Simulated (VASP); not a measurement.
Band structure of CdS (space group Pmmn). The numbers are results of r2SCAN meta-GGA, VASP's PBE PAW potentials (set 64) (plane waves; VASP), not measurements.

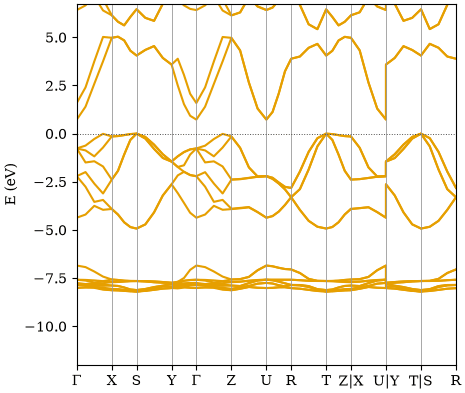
Figure. Bands along high-symmetry lines, zero at the valence-band maximum or, without a gap, the Fermi level

**Question.** Read the plot: is there a gap, and where are the band edges?

**Answer.** The gap is indirect, 0.73 eV, from the valence maximum at (0.43, 0.20, 0.00) to the conduction minimum at Γ.

The structure comes from a computed database's CdS entry (Pmmn); how it stands against other phases isn't given here. It was relaxed first.
